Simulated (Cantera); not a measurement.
Feed: 1 mol SiH₂Cl₂, 0.15 mol NH₃, 69 mol N₂, equilibrated at 5.40 mbar.

Cantera equilibrium calculation (NASA polynomials, part measured and part estimated; ideal gas, pure solids and liquids). Candidate condensed phases: NH₄Cl, Si, Si₃N₄; 28 gas species. The tables' values for SiCl, SiCl₃, SiN are old estimates; treat these amounts as uncertain. Kinetics and transport are ignored.

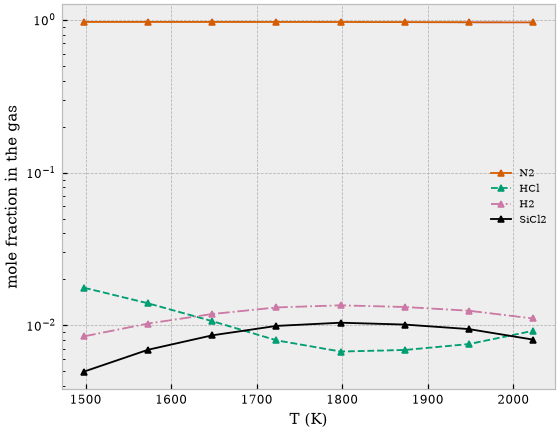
Figure. Equilibrium gas composition (values under 1e-9 drawn at 1e-9)

From 1498 K to 1723 K the condensed part is Si₃N₄(s). From 1798 K to 1873 K the condensed part is Si(l). From 1948 K to 2023 K nothing is condensed. The main Si-bearing gas is SiCl₂ throughout.
